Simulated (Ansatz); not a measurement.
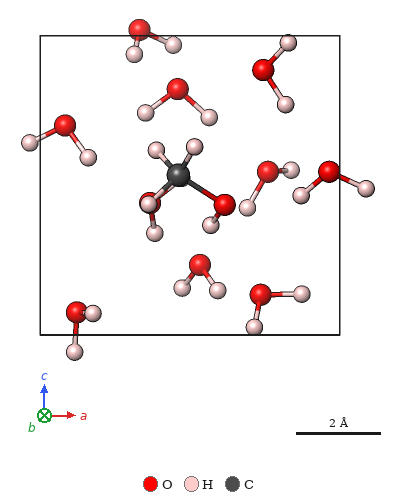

Starting frame of a dynamics run of a periodic cell with 10 H2O + 1 CH3OH at 0.96 g/cm³. The picture is a ball-and-stick view of the simulation cell, seen along the b axis.

All numbers below come from Ansatz, DFT PBE, scalar-relativistic, plane waves, PAW.

The input:
```yaml
accuracy: low
crystal:
  lattice:
    - [7.159599, 0.0, 0.0]
    - [0.0, 7.159599, 0.0]
    - [0.0, 0.0, 7.159599]
  atoms:
    - { symbol: O, position: [0.52908487, 0.70278723, 0.23010794] }
    - { symbol: H, position: [0.46992666, 0.79936709, 0.15302112] }
    - { symbol: H, position: [0.58858005, 0.61147973, 0.14473359] }
    - { symbol: O, position: [0.73196162, 0.4047572, 0.13054829] }
    - { symbol: H, position: [0.86949079, 0.41371564, 0.13266346] }
    - { symbol: H, position: [0.71104059, 0.32374524, 0.02168229] }
    - { symbol: O, position: [0.11811326, 0.38848624, 0.07179633] }
    - { symbol: H, position: [0.11041277, 0.4251512, -0.06102766] }
    - { symbol: H, position: [0.17177843, 0.26331265, 0.06795825] }
    - { symbol: O, position: [-0.03905348, 0.02124277, 0.54125839] }
    - { symbol: H, position: [-0.13278832, 0.0837496, 0.46179304] }
    - { symbol: H, position: [0.08425737, 0.04130073, 0.48475213] }
    - { symbol: O, position: [0.07860255, 0.50421624, 0.69591655] }
    - { symbol: H, position: [0.15616112, 0.45978222, 0.58849522] }
    - { symbol: H, position: [-0.0391773, 0.54515243, 0.63787529] }
    - { symbol: O, position: [0.36251039, 0.4309475, 0.43731811] }
    - { symbol: H, position: [0.46841441, 0.46009072, 0.5197708] }
    - { symbol: H, position: [0.37823756, 0.52585958, 0.33614003] }
    - { symbol: O, position: [0.74061066, 0.10170637, 0.88118422] }
    - { symbol: H, position: [0.82447769, 0.04217417, 0.97211645] }
    - { symbol: H, position: [0.81517591, 0.10636615, 0.76585314] }
    - { symbol: O, position: [0.45485075, 0.6563395, 0.81758133] }
    - { symbol: H, position: [0.34770395, 0.6200553, 0.73789111] }
    - { symbol: H, position: [0.56016171, 0.66508064, 0.72270223] }
    - { symbol: O, position: [0.32710519, 0.99010402, 1.01523159] }
    - { symbol: H, position: [0.44021543, 1.04665439, 0.96440166] }
    - { symbol: H, position: [0.31019917, 0.88167928, 0.93371472] }
    - { symbol: O, position: [0.75626848, 0.68445496, 0.54126836] }
    - { symbol: H, position: [0.83378043, 0.79819553, 0.54676761] }
    - { symbol: H, position: [0.68785383, 0.69836352, 0.42085218] }
    - { symbol: C, position: [0.45719908, 0.04096922, 0.53026224] }
    - { symbol: O, position: [0.61188719, 0.11853507, 0.43090489] }
    - { symbol: H, position: [0.51120894, -0.06614463, 0.62432601] }
    - { symbol: H, position: [0.56535992, 0.2274807, 0.36265456] }
    - { symbol: H, position: [0.38372272, 0.14734681, 0.61311194] }
    - { symbol: H, position: [0.35797051, -0.02682669, 0.43288859] }
basis:
  ecutwfc: 420.0
kpoints:
  mp_grid: { grid: [1, 1, 1] }
hamiltonian:
  xc: pbe
scf:
  occupations: { method: fermi_dirac, width: 0.02 }
  lower_state_search: "off"
md:
  timestep: 0.5
  n_steps: 300
  ensemble: nvt_langevin
  temperature: 1000.0
  initial_velocities: maxwell_boltzmann
  seed: 607544
  friction: 0.02
  masses: [{ species: H, mass: 2.014 }]
```

Command:
```bash
ansatz run input.yaml --threads 1 --pin off --max-ram 3072MiB --backend cpu --events-out ev --progress --plain --runs-dir out
```

**Predict how the run goes.**

Over the second half the temperature averages 995 K (spread ±94 K). The potential energy in the second half lies on average 95.2 meV per atom above the first frame. Root-mean-square distances from the starting positions over the second half, with the common drift of all atoms taken out: H 0.94 Å, O 0.70 Å, C 0.68 Å. The heavy atoms stay within a fraction of a molecule's size of their starting places; so short a run doesn't tell a liquid from a solid.

Along the run (each row but the first and the last is the mean over the interval that it begins):

```json
{"time (fs)": "0.0", "potential energy (meV/atom)": "0.0", "T (K)": "972"}
{"time (fs)": "15.0", "potential energy (meV/atom)": "66.1", "T (K)": "655"}
{"time (fs)": "30.0", "potential energy (meV/atom)": "81.2", "T (K)": "733"}
{"time (fs)": "45.0", "potential energy (meV/atom)": "92.5", "T (K)": "821"}
{"time (fs)": "60.0", "potential energy (meV/atom)": "112.1", "T (K)": "863"}
{"time (fs)": "75.0", "potential energy (meV/atom)": "117.3", "T (K)": "869"}
{"time (fs)": "90.0", "potential energy (meV/atom)": "93.1", "T (K)": "1011"}
{"time (fs)": "105.0", "potential energy (meV/atom)": "73.9", "T (K)": "1074"}
{"time (fs)": "120.0", "potential energy (meV/atom)": "84.0", "T (K)": "1001"}
{"time (fs)": "135.0", "potential energy (meV/atom)": "107.2", "T (K)": "1019"}
{"time (fs)": "150.0", "potential energy (meV/atom)": "109.6", "T (K)": "1011"}
```

The paths of the atoms:

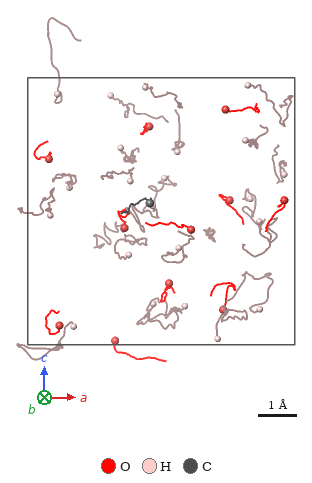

Limits of the set-up: the program's low-accuracy preset was used; masses were changed (H 2.014 u), which shifts the vibrations; the periodic images lie only 7.2 Å apart, so the values are limited by the cell's size.
